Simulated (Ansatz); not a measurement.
## Electronic structure of Cl3H2NTi (SMILES [NH2][Ti]([Cl])([Cl])[Cl]) in real space

Input file:

```
crystal:
  periodic: [false, false, false]
  atoms:
    - {symbol: "N", position_ang: [-0.676400, 0.479600, 0.813100]}
    - {symbol: Ti, position_ang: [0.416000, -0.273300, -0.459100]}
    - {symbol: Cl, position_ang: [1.922500, -1.442100, 0.599700]}
    - {symbol: Cl, position_ang: [-0.771400, -1.594700, -1.742800]}
    - {symbol: Cl, position_ang: [1.232300, 1.358700, -1.654500]}
    - {symbol: H, position_ang: [-1.200200, 1.334700, 0.679200]}
    - {symbol: H, position_ang: [-0.861700, 0.068900, 1.718900]}
basis:
  gaussian:
    orbitals: 6-31G_st__st_.json
hamiltonian:
  xc: {name: B2PLYP, parameters: {a: 0.4}}
  pseudopotentials:
    relativity: scalar
correlation:
  frozen_orbitals: {Cl: 5, H: 0, "N": 1, Ti: 5}
output:
  forces: true
  orbitals: {seedname: orbitals}
```

Command:

```sh
ansatz run run.yaml --threads 1 --pin off --max-ram 2610MiB --events-out events.jsonl --progress --plain --runs-dir runs
```

Geometry: PBE0-D4/def2-TZVP.

These are results of isolated molecule in a Gaussian basis; Kohn-Sham density functional theory, functional B2PLYP in Ansatz, not measurements.

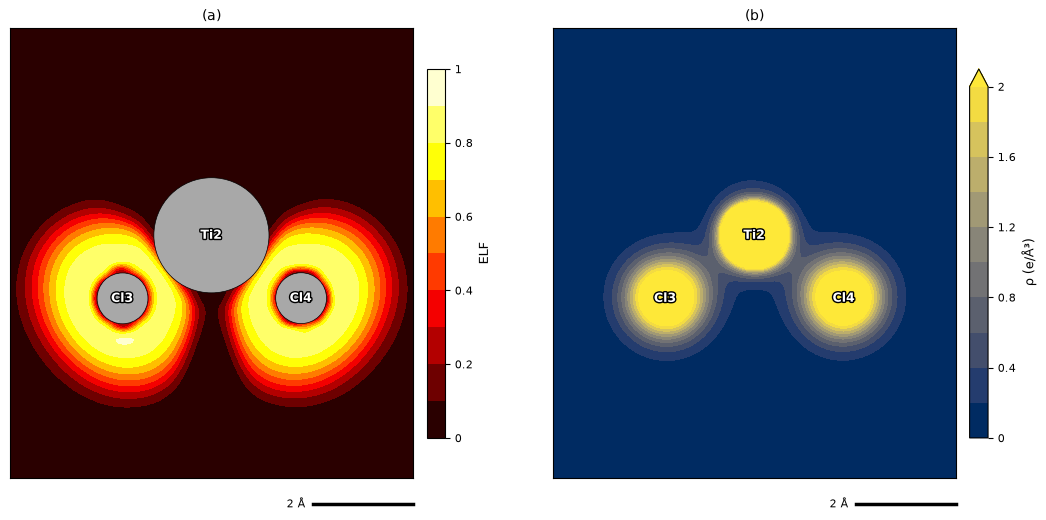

Figure 1. (a) ELF; (b) total electron density on the plane of atoms Cl3, Ti2 and Cl4. Grey discs cover the atomic cores in the ELF map.

Describe what can be read from this map.

Answer. The section cuts through Ti and Cl sites. Ti–Cl (2.18 Å): ρ is about 0.68 e/Å³ halfway; the ELF peaks at about 0.85 in the valence shell of Cl, 0.8 Å from its nucleus, and is about 0.45 at the midpoint.

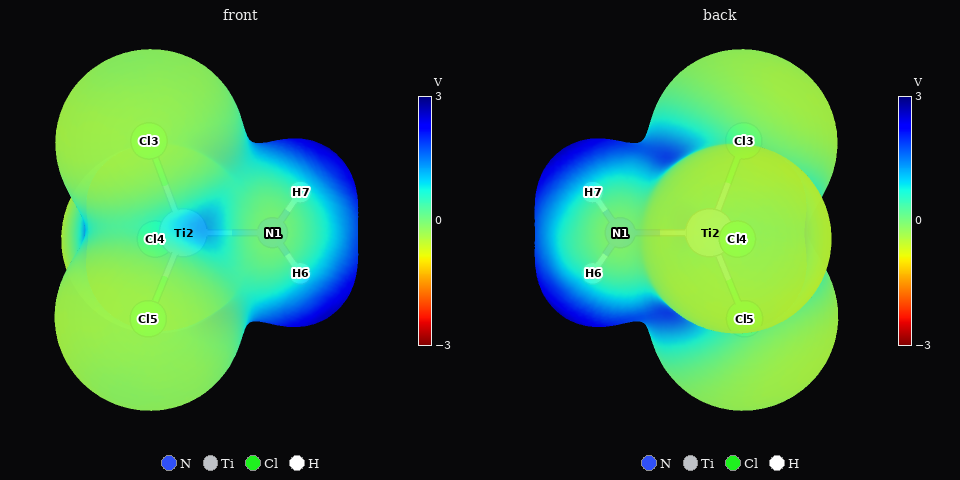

Figure 2. The molecular electrostatic potential painted on the density surface at 0.002 e/bohr³, seen from the front and from behind; red is negative and blue positive.

Which sites attract a positive test charge, and which a negative one?

Answer. A positive charge is drawn to the negative regions and a negative charge to the positive ones. The most negative region (about −0.5 V, or −12 kcal/mol for a unit charge) lies over Cl4, the most positive (about +2.6 V, or +60 kcal/mol for a unit charge) over H6 and H7.

What dipole moment does the calculation give?

Answer. Its dipole moment is 3.46 D.

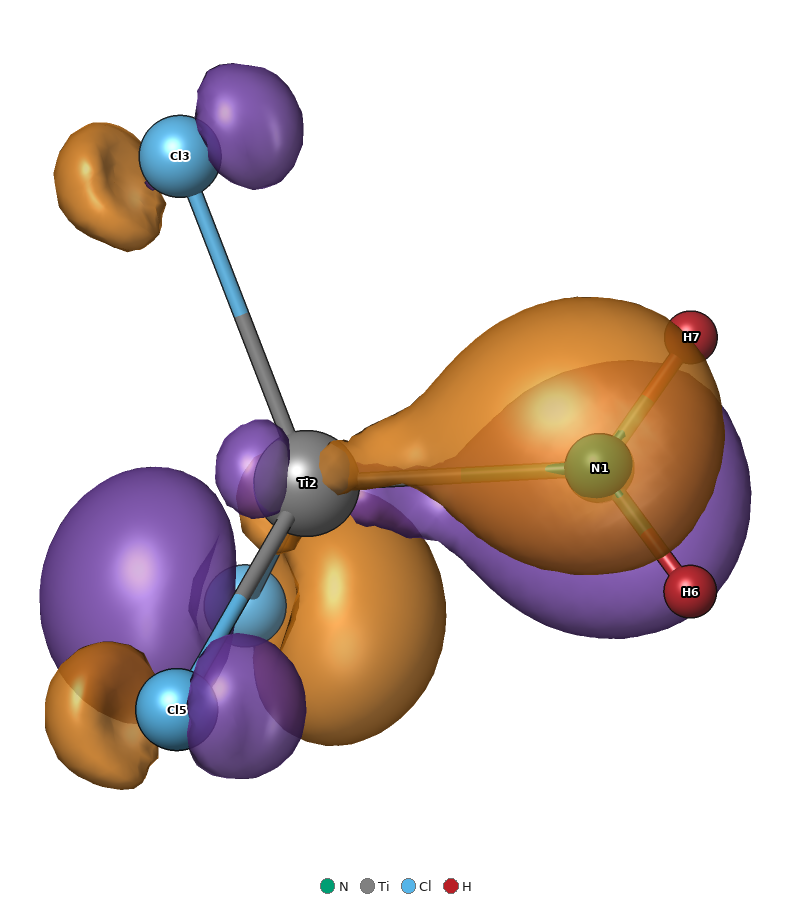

Figure 3. One frontier orbital at ±0.15 Å⁻³ᐟ² (orange and purple are the two phases), seen at a tilt.

Which orbital is it: HOMO or LUMO?

Answer. The HOMO, at −8.94 eV. By Hirshfeld shares it lies mainly on N1 (about 45 %), Cl4 (about 25 %), Ti2 (about 10 %), Cl3 (about 5 %) and Cl5 (about 5 %); largely a combination of lone pairs on N1, Cl4, Cl3 and Cl5.
